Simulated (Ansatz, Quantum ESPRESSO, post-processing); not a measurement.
# 1T-PbF2, 1 layer: response to a perpendicular field, part 5 of 6

How does 1T-PbF2, 1 layer respond to a gate-like field without added charge?

Quantum ESPRESSO 7.5; plane-wave DFT, vdW-DF-cx, GBRV ultrasoft pseudopotentials made under PBE; geometry and cross-check by Ansatz 0.2.0 with PAW datasets.

So far. Step 11 (Ground state: field 0.4 V/Å): The dipole goes from -0.0000 to 0.0772 e Å, 0.1931 e Å per V/Å. Step 12 (Potential by pp.x): The slope in the vacuum is 0.400 eV/Å for an applied 0.40 V/Å, as it should be.

## 13. Bands along a path: field 0.4 V/Å

Contents of f3.bands.in:

```
&control
  prefix = 'f3.bands'
  outdir = './out'
  pseudo_dir = './pseudo'
  calculation = 'bands'
  tefield = .true.
  dipfield = .true.
/
&system
  ibrav = 0
  nat = 3
  ntyp = 2
  ecutwfc = 40
  ecutrho = 200
  input_dft = 'vdw-df-cx'
  occupations = 'smearing'
  smearing = 'fd'
  degauss = 0.004
  edir = 3
  emaxpos = 0.97
  eopreg = 0.04
  eamp = 0.00777876
  nbnd = 20
/
&electrons
  conv_thr = 1e-07
  mixing_beta = 0.4
  electron_maxstep = 120
  mixing_mode = 'local-TF'
/
ATOMIC_SPECIES
  F   18.9984  f_pbe_v1.4.uspp.F.UPF
  Pb  207.2000  pb_pbe_v1.uspp.F.UPF
CELL_PARAMETERS angstrom
  3.98434060467257 0.00000000000000 -0.00000000000000
  -1.99217030233629 3.45054018097630 -0.00000000000000
  -0.00000000000000 -0.00000000000000 19.35734462590000
ATOMIC_POSITIONS crystal
  F   0.666666666667 0.333333333333 0.448537859231
  Pb  -0.000000000000 -0.000000000000 0.499999372046
  F   0.333333333333 0.666666666667 0.551462768723
K_POINTS crystal_b
4
  0.0000000000 0.0000000000 0.0000000000 14
  0.5000000000 0.0000000000 0.0000000000 14
  0.3333333333 0.3333333333 0.0000000000 14
  0.0000000000 0.0000000000 0.0000000000 1
```

Command:

```sh
> cp -r out/f3.save out/f3.bands.save
> cp out/f3.xml out/f3.bands.xml
> OMP_NUM_THREADS=1 mpirun -n 4 pw.x -nk 4 -in f3.bands.in > f3.bands.out
```

Numbers of over 12 decimals in the logs are rounded to 6 here.

The log of the run:

```text
[banner, memory and clock lines left out]
Program PWSCF v.7.5 starts
[citation notice left out]

[...]
bravais-lattice index     =            0
     lattice parameter (alat)  =       7.5293  a.u.
     unit-cell volume          =    1795.9156 (a.u.)^3
     number of atoms/cell      =            3
     number of atomic types    =            2
     number of electrons       =        28.00
     number of Kohn-Sham states=           20
     kinetic-energy cutoff     =      40.0000  Ry
     charge density cutoff     =     200.0000  Ry
     Exchange-correlation= VDW-DF-CX
                           (   1   4  27   0   1   0   0)

[...]
PseudoPot. # 1 for F  read from file:
     ./pseudo/f_pbe_v1.4.uspp.F.UPF
     Pseudo is Ultrasoft, Zval =  7.0
     Generated by new atomic code, or converted to UPF format
     Using radial grid of  799 points,  4 beta functions with:
                l(1) =   0
                l(2) =   0
                l(3) =   1
                l(4) =   1
     Q(r) pseudized with  8 coefficients,  rinner =    0.950   0.950   0.950

     PseudoPot. # 2 for Pb read from file:
     ./pseudo/pb_pbe_v1.uspp.F.UPF
     Pseudo is Ultrasoft + core correction, Zval = 14.0
     Generated by new atomic code, or converted to UPF format
     Using radial grid of  899 points,  6 beta functions with:
                l(1) =   0
                l(2) =   0
                l(3) =   1
                l(4) =   1
                l(5) =   2
                l(6) =   2
     Q(r) pseudized with  6 coefficients,  rinner =    1.000   1.000   1.000
                                                       1.000   1.000

     atomic species   valence    mass     pseudopotential
     F                 7.00    18.99840     F ( 1.00)
     Pb               14.00   207.20000     Pb( 1.00)

     No symmetry found

[...]
number of k points=    43  Fermi-Dirac smearing, width (Ry)=  0.0040
[...]
Dense  grid:    85629 G-vectors     FFT dimensions: (  36,  36, 180)

     Smooth grid:    61323 G-vectors     FFT dimensions: (  32,  32, 150)

     Check: negative core charge=   -0.000004

     The potential is recalculated from file :
     ./out/f3.bands.save/charge-density

     negative rho (up, down):  1.841E-02 0.000E+00

     %%%%%%%%%%%%%%%%%%%%%%%%%%%%%%%%%%%%%%%%%%%%%%%%%%%%%%%%%%%%%%%%%%%%%%%%
     %                                                                      %
     % You are using vdW-DF, which was implemented by the Thonhauser group. %
     % possible and the two reviews that describe the various versions:     %
     %                                                                      %
     %                                                                      %
     % If you are calculating stress with vdW-DF, please also cite:         %
     %                                                                      %
     %                                                                      %
     %%%%%%%%%%%%%%%%%%%%%%%%%%%%%%%%%%%%%%%%%%%%%%%%%%%%%%%%%%%%%%%%%%%%%%%%

     %%%%%%%%%%%%%%%%%%%%%%%%%%%%%%%%%%%%%%%%%%%%%%%%%%%%%%%%%%%%%%%%%%%%%%%%
     %                                                                      %
     %  vdW-DF NEWS:                                                        %
     %                                                                      %
     %  * vdW-DF3 is now available. DOI: 10.1021/acs.jctc.0c00471           %
     %    use with input_dft = 'vdW-DF3-opt1' or 'vdW-DF3-opt2'             %
     %                                                                      %
     %  * Unscreened and range-separated hybrid vdW-DF-cx functionals       %
     %    DOI: 10.1063/1.4986522 and 10.1088/1361-648X/ac2ad2               %
     %    use with input_dft = 'vdW-DF-cx0'    and 'vdW-DF-ahcx'            %
     %  * Unscreened and range-separated hybrid vdW-DF2-b86r functionals    %
     %    DOI: 10.1063/1.4986522 and DOI: 10.1103/PhysRevX.12.041003        %
     %    use with input_dft = 'vdW-DF2-br0' and 'vdW-DF2-ahbr'             %
     %                                                                      %
     %%%%%%%%%%%%%%%%%%%%%%%%%%%%%%%%%%%%%%%%%%%%%%%%%%%%%%%%%%%%%%%%%%%%%%%%

     Adding external electric field

     Computed dipole along edir(3) :
        Dipole                0.1460 Ry au,          0.3710 Debye
        Dipole field          0.0010 Ry au,

        E field amplitude [Ha a.u.]:  7.7788E-03
        Potential amp.        0.4746 Ry
        Total length         35.1169 bohr

     Starting wfcs are   17 randomized atomic wfcs +    3 random wfcs

     Band Structure Calculation
     Davidson diagonalization with overlap

     ethr =  3.57E-10,  avg # of iterations = 66.6

     End of band structure calculation

          k = 0.0000 0.0000 0.0000 (  7663 PWs)   bands (ev):

   -25.4376 -25.0478 -19.4903 -19.4498 -19.4498 -19.4119 -19.4119 -10.2892
    -6.9444  -6.9444  -6.6896  -6.6896  -6.4318  -5.9444  -1.1932  -0.3312
     0.9333   2.3991   2.8659   2.8659

          k = 0.0357 0.0206 0.0000 (  7681 PWs)   bands (ev):

   -25.4360 -25.0491 -19.4901 -19.4498 -19.4478 -19.4112 -19.4109 -10.3003
    -6.9617  -6.9613  -6.6883  -6.6782  -6.4233  -5.9296  -1.1750  -0.3151
     0.9466   2.3832   2.8440   2.8727

[...]
```

Elapsed: 93 s, on 4 MPI ranks of Arm Neoverse N1, shared host; peak memory 0.36 GiB; 6.2 min of CPU time.

Band numbers count within the set of bands kept for display. The electronic bands at the labelled points (eV, zero at the highest filled level of the SCF mesh; v1 is the highest filled band, c1 the lowest empty one):

```tsv
point	v4	v3	v2	v1	c1	c2	c3	c4
Γ	-2.07	-2.07	-1.81	-1.32	3.43	4.29	5.56	7.02
M	-1.97	-1.81	-1.66	-0.16	4.50	5.67	7.41	7.42
K	-2.45	-1.70	-1.58	0.00	5.43	6.16	6.17	8.44
Γ	-2.07	-2.07	-1.81	-1.32	3.43	4.29	5.56	7.02
```

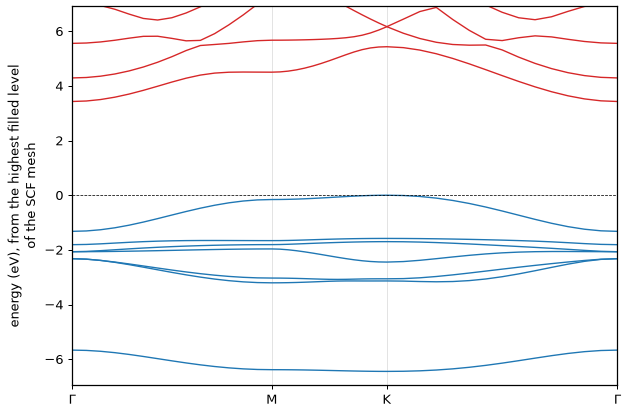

Electronic bands along the path; lines of filled and empty bands in two colours.

Upper empty bands that drop with the field can be states of the vacuum, held by the sawtooth; they depend on the cell's width.

Along this path the valence top lies at K and the conduction bottom at Γ.

## 14. Density by pp.x

The density shows how far the electrons spill into the vacuum.

Contents of f0.rho.in:

```
&inputpp
  prefix = 'f0'
  outdir = './out'
  filplot = 'f0.rho.dat'
  plot_num = 0
/
```

Command:

```sh
> OMP_NUM_THREADS=1 mpirun -n 4 pp.x -in f0.rho.in > f0.rho.out
```

The log of the run:

```text
[banner, memory and clock lines left out]
Program POST-PROC v.7.5 starts

          URL

     ./out/f0.save/

     IMPORTANT: XC functional enforced from input :
     Exchange-correlation= VDW-DF-CX
                           (   1   4  27   0   1   0   0)
     Any further DFT definition will be discarded
     Please, verify this is what you really want

     Check: negative core charge=   -0.000004

     negative rho (up, down):  1.841E-02 0.000E+00

     %%%%%%%%%%%%%%%%%%%%%%%%%%%%%%%%%%%%%%%%%%%%%%%%%%%%%%%%%%%%%%%%%%%%%%%%
     %                                                                      %
     % You are using vdW-DF, which was implemented by the Thonhauser group. %
     % possible and the two reviews that describe the various versions:     %
     %                                                                      %
     %                                                                      %
     % If you are calculating stress with vdW-DF, please also cite:         %
     %                                                                      %
     %                                                                      %
     %%%%%%%%%%%%%%%%%%%%%%%%%%%%%%%%%%%%%%%%%%%%%%%%%%%%%%%%%%%%%%%%%%%%%%%%

     %%%%%%%%%%%%%%%%%%%%%%%%%%%%%%%%%%%%%%%%%%%%%%%%%%%%%%%%%%%%%%%%%%%%%%%%
     %                                                                      %
     %  vdW-DF NEWS:                                                        %
     %                                                                      %
     %  * vdW-DF3 is now available. DOI: 10.1021/acs.jctc.0c00471           %
     %    use with input_dft = 'vdW-DF3-opt1' or 'vdW-DF3-opt2'             %
     %                                                                      %
     %  * Unscreened and range-separated hybrid vdW-DF-cx functionals       %
     %    DOI: 10.1063/1.4986522 and 10.1088/1361-648X/ac2ad2               %
     %    use with input_dft = 'vdW-DF-cx0'    and 'vdW-DF-ahcx'            %
     %  * Unscreened and range-separated hybrid vdW-DF2-b86r functionals    %
     %    DOI: 10.1063/1.4986522 and DOI: 10.1103/PhysRevX.12.041003        %
     %    use with input_dft = 'vdW-DF2-br0' and 'vdW-DF2-ahbr'             %
     %                                                                      %
     %%%%%%%%%%%%%%%%%%%%%%%%%%%%%%%%%%%%%%%%%%%%%%%%%%%%%%%%%%%%%%%%%%%%%%%%

     Adding external electric field

     Computed dipole along edir(3) :
        Dipole               -0.0000 Ry au,         -0.0000 Debye
        Dipole field         -0.0000 Ry au,

        Potential amp.        0.0000 Ry
        Total length         35.1169 bohr

     Calling punch_plot, plot_num =   0
     Writing data to file  f0.rho.dat
     Message from routine chdens:
     namelist plot not found or invalid, exiting

Note: The following floating-point exceptions are signalling: IEEE_UNDERFLOW_FLAG
Note: The following floating-point exceptions are signalling: IEEE_UNDERFLOW_FLAG
Note: The following floating-point exceptions are signalling: IEEE_UNDERFLOW_FLAG
Note: The following floating-point exceptions are signalling: IEEE_UNDERFLOW_FLAG
```

It took 31 s on 4 MPI ranks; peak memory 0.2 GiB.

This step gave:

| Quantity | Value |
| --- | --- |
| electrons by integration | 28.00 e |

The valence density, planar mean oscillates, so the rows of the table below give means over windows of 1 Å about each position, cut where the curve ends. Its maxima inside the range that stand out by 2 % of the span (Å: e/Å³): 8.7: 0.744, 9.5: 0.768, 9.9: 0.768, 10.6: 0.744. Its minima: 9.0: 0.648, 9.7: 0.743, 10.3: 0.648.

Mean over planes. Table of valence density, planar mean by z; means over each step:

```tsv
z (Å)	valence density, planar mean (e/Å³)
5	6.3e-6
6	1.5e-4
7	0.00404
8	0.176
9	0.704
10	0.722
11	0.416
12	0.0148
13	4.7e-4
14	1.9e-5
```

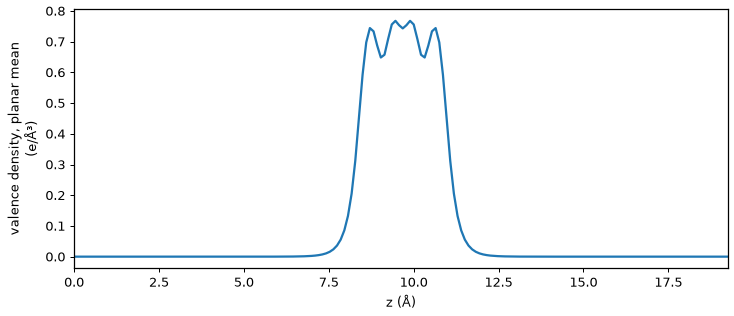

Valence density, planar mean against z.

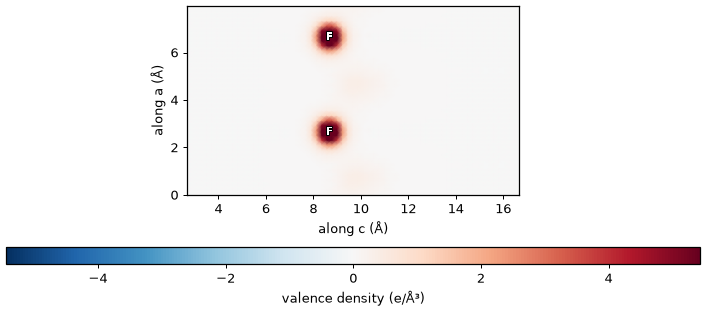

Valence density in the ca plane at fractional y = 0.333, with atoms of F within 0.2 Å of it. It is the smooth field of the valence electrons, not physical close to the nuclei. The far vacuum is left out of the map.

The density integrates to 28.000 electrons, as the 28 of the input ask.

## 15. Density by pp.x

Contents of f2.rho.in:

```
&inputpp
  prefix = 'f2'
  outdir = './out'
  filplot = 'f2.rho.dat'
  plot_num = 0
/
```

Command:

```sh
> OMP_NUM_THREADS=1 mpirun -n 4 pp.x -in f2.rho.in > f2.rho.out
```

Elapsed: 31 s, on 4 MPI ranks; peak memory 0.2 GiB.

## 16. Charge moved by a field of 0.2 V/Å

Read from the output:

| Property | Result |
| --- | --- |
| largest charge moved across a plane | 9.52e-4 e/Å² |
| dipole step | -0.5080 eV |

The planar mean oscillates, so the rows of the table below give means over windows of 1 Å about each position, cut where the curve ends. Its maxima inside the range that stand out by 2 % of the span (Å: e/Å³): 8.1: 5.5e-4, 8.7: 7.2e-4, 11.0: -4.2e-4. Its minima: 8.4: 4.1e-4, 10.6: -7.2e-4, 11.3: -5.5e-4.

Table of planar mean by z; means over each step:

```tsv
z (Å)	planar mean (e/Å³)
3	1.0e-8
4	1.2e-7
5	1.4e-6
6	1.5e-5
7	1.2e-4
8	4.4e-4
9	3.7e-4
10	-1.5e-4
11	-5.4e-4
12	-2.2e-4
13	-3.1e-5
14	-2.9e-6
15	-2.1e-7
16	-1.5e-8
```

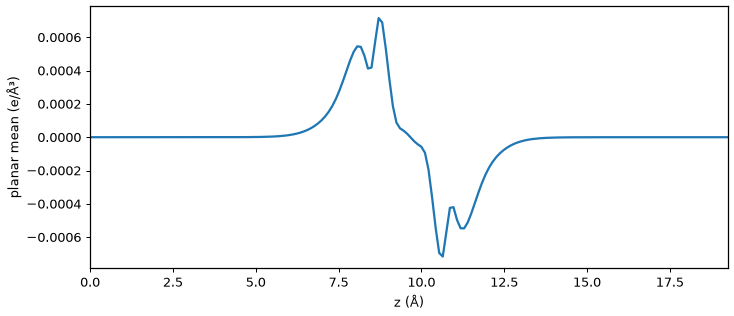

Planar mean, plotted against z.

The running integral, electrons below z by z:

```tsv
z (Å)	running integral, electrons below z (e/Å²)
4	4.4e-8
6	6.0e-6
8	3.7e-4
10	9.4e-4
12	8.7e-5
14	7.3e-7
16	3.5e-9
```

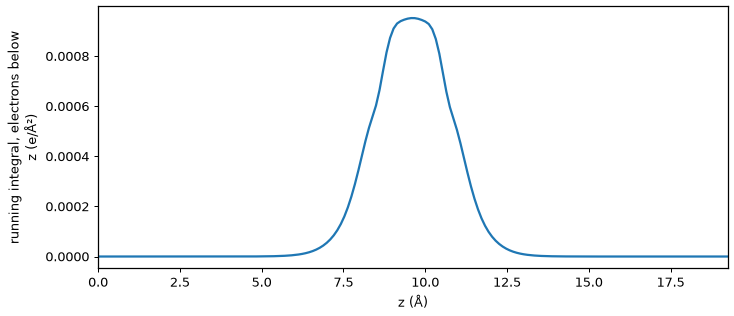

Running integral, electrons below z, plotted against z.

## 17. Polarisability from the dipole between 0 and 0.1 V/A

This step gave:

- change of slope in the vacuum: 0.10000 eV/Å
- polarisability a cell: 2.779 Å³
- sheet polarisability 4πα/A: 2.540 Å

Table of change of the potential energy, second field less first by z:

```tsv
z (Å)	change of the potential energy, second field less first (eV)
0	-0.420
1	-0.740
2	-0.640
3	-0.540
4	-0.440
5	-0.340
6	-0.241
7	-0.142
8	-0.0565
9	-0.0105
10	0.00454
11	0.0349
12	0.110
13	0.206
14	0.306
15	0.406
16	0.506
17	0.606
18	0.706
19	0.320
```

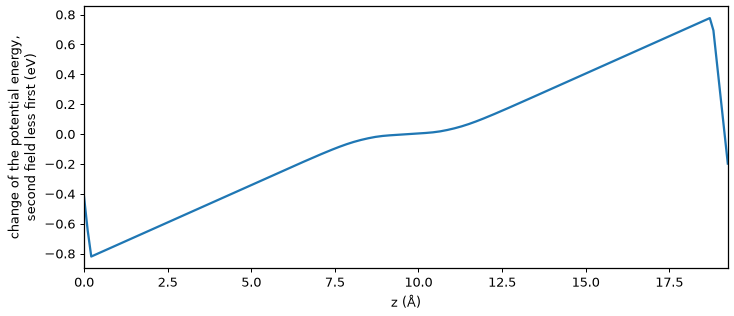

Change of the potential energy, second field less first against z.

## 18. Dipole against field

The dipole along the normal, dipole moment by applied field:

```tsv
applied field (V/Å)	dipole along the normal, dipole moment (e·Å)
0.000	0
0.100	0.0193
0.200	0.0386
0.400	0.0772
```

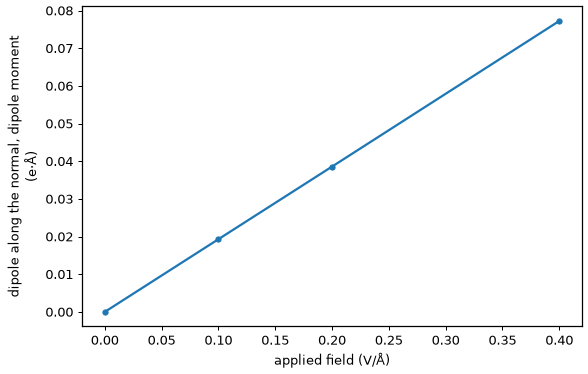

Dipole along the normal, dipole moment, plotted against applied field.

## 19. Cross-check with Ansatz: field 0.1 V/Å

As a check, the same structure is run in Ansatz.

Level of this step: plane-wave DFT, PBE, Ansatz PAW (Ansatz 0.2.0).

Contents of input.yaml:

```yaml
crystal:
  lattice:
    - [3.9843406047, 0.0, 0.0]
    - [-1.9921703023, 3.450540181, 0.0]
    - [0.0, 0.0, 19.3573446259]
  atoms:
    - { symbol: F, position: [0.6666666667, 0.3333333333, 0.4485378592] }
    - { symbol: Pb, position: [0.0, 0.0, 0.499999372] }
    - { symbol: F, position: [0.3333333333, 0.6666666667, 0.5514627687] }
kpoints:
  mp_grid: { grid: [12, 12, 1] }
hamiltonian:
  xc: pbe
scf:
  occupations: { method: fermi_dirac, width: 0.054 }
  convergence: { dr2_threshold: 1.0e-09 }
efield:
  axis: 3
  dipole_correction: true
  ramp_position: 0.97
  ramp_width: 0.04
  amplitude: 0.1
output:
  write_potential: true
  write_density: true
  volumetric_format: npy
```

Command:

```sh
> ansatz run input.yaml --threads 4 --pin off --max-ram 8192MiB --backend cpu --events-out ev --progress --plain --runs-dir out
```

The log of the run:

```text
[...]
Crystal: 3 atoms, lattice volume = 266.127 Å³
Basis set: ecut = 420 eV, 5249 PW (Γ)
Bands: 18, of which v1, the nominal top of the filled ones, is band 14 counted from 1 (13 counted from 0)
Symmetry: 6 space group operations
k-points: 19 of 144 (time reversal used)
[...]
SCF iter   1: F=—  HF=-13526.601238 eV  |F-HF|=—  |Δ(HF+E_count)|=         —  Δρ=5.13e-2  dr2=7.40e0  ethr=3.10e-3  p=0.026 e·Å  D=1.74e-2 V/Å  ΔV_dip=-0.34 eV  dr2_dipole=8.70e-5  V_vac-E_F(+/−)=7.17/5.81 eV  ⟨swp⟩=6.7  Hψ=1874  notcnv=0
[...]
SCF iter  11: F=-13524.298777 eV  HF=-13524.298777 eV  |F-HF|=2.00e-11  |Δ(HF+E_count)|=   1.10e-9  Δρ=7.01e-8  dr2=7.79e-12  ethr=3.57e-12  p=0.019 e·Å  D=1.31e-2 V/Å  ΔV_dip=-0.25 eV  dr2_dipole=2.64e-14  V_vac-E_F(+/−)=5.92/4.48 eV  ⟨swp⟩=3.8  Hψ=949  notcnv=0
SCF 1 converged in 11 iterations: F = -13524.298777 eV  dr2 = 7.79e-12
[...]
SCF converged after 11 iterations
Free energy (F): -13524.298777 eV
[...]
Internal energy: -13524.298777 eV  (E = F + TS)
E sigma→0 (E₀):  -13524.298777 eV
Fermi energy:    -2.800369 eV
Dipole field:    D = 0.013107 V/Å  (p = 0.019276 e·Å, saw-weighted, corrected)
Work function:   not extracted (applied field tilts the vacuum); planar V_es + V_field profile in the machine report
[...]
--- Band table (eV; the first three rows and the last of 19) ---
  k-point 0: bands = [... 10 lower, -6.7338, -6.7338, -6.3992, -5.9536, -1.1155, 1.7924, 2.4535, 2.6728]
  k-point 1: bands = [... 10 lower, -6.7107, -6.6668, -6.3665, -5.8669, -1.0163, 1.8306, 2.3743, 2.7582]
  k-point 2: bands = [... 10 lower, -6.6730, -6.5813, -6.3196, -5.6323, -0.7471, 1.6625, 2.3098, 2.9912]
  k-point 18: bands = [... 10 lower, -7.0649, -6.2826, -6.2531, -4.5763, 0.8758, 1.5635, 1.5640, 5.2454]
```

It took 5.2 s on 4 threads; peak memory 0.53 GiB.

Read from the output:

| Item | Value |
| --- | --- |
| free energy | -13524.2988 eV |
| Fermi energy | -2.800 eV |
| gap by band count | 3.461 eV |
| dipole along the normal | 0.01928 e·Å |

At 0.1 V/Å Ansatz's dipole is 0.0193 e Å against 0.0193 from pw.x, under another functional.

## 20. The same in Ansatz: field -0.1 V/Å

input.yaml is the input of step 19 with these lines changed:

```diff
@@ -21,3 +21,3 @@
   ramp_width: 0.04
-  amplitude: 0.1
+  amplitude: -0.1
 output:
```

The log of the run:

```text
[...]
Crystal: 3 atoms, lattice volume = 266.127 Å³
Basis set: ecut = 420 eV, 5249 PW (Γ)
Bands: 18, of which v1, the nominal top of the filled ones, is band 14 counted from 1 (13 counted from 0)
Symmetry: 6 space group operations
k-points: 19 of 144 (time reversal used)
[...]
--- Band table (eV; the first three rows and the last of 19) ---
  k-point 0: bands = [... 10 lower, -6.7674, -6.7674, -6.4329, -5.9873, -1.1491, 1.7718, 2.4498, 2.6857]
  k-point 1: bands = [... 10 lower, -6.7444, -6.7005, -6.4001, -5.9006, -1.0499, 1.8065, 2.3660, 2.7594]
  k-point 2: bands = [... 10 lower, -6.7066, -6.6150, -6.3532, -5.6660, -0.7808, 1.6294, 2.2984, 2.9620]
  k-point 18: bands = [... 10 lower, -7.0986, -6.3162, -6.2868, -4.6100, 0.8422, 1.5298, 1.5304, 5.2122]
[key lines of the parts left out:]
SCF converged after 11 iterations
Free energy (F): -13524.298779 eV
Fermi energy:    -2.834004 eV
Dipole field:    D = -0.013123 V/Å  (p = -0.019300 e·Å, saw-weighted, corrected)
```

It took 5.2 s on 4 threads; peak memory 0.54 GiB.

Numbers from this step:

```
Fermi energy            : -2.834 eV
dipole along the normal : -0.01930 e·Å
```

## 21. Dipole against field, Ansatz

Dipole along the normal, dipole moment against applied field:

```tsv
applied field (V/Å)	dipole along the normal, dipole moment (e·Å)
-0.1000	-0.0193
0.0000	-1.5e-5
0.1000	0.0193
```

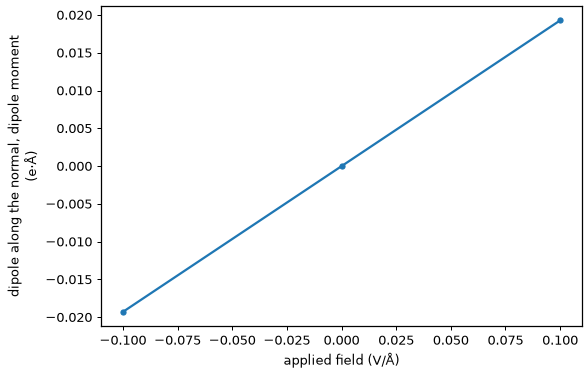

Dipole along the normal, dipole moment, plotted against applied field.

(Part 5 of 6 ends here.)

[Logs are printed without paths, hosts, clocks, repeated set-up lines and the standing remarks that a program may print on its own settings, such as how far it seeks lower states.]

[Hosts, paths, dates, database ids (printed as entryN), source tags and the programs' standing remarks are cut or masked in the printed files.]

[Maps of the electrostatic potential energy from Ansatz leave out the sawtooth potential of an applied field or a dipole correction, so their vacuum need not be flat; planar profiles and work functions include it.]
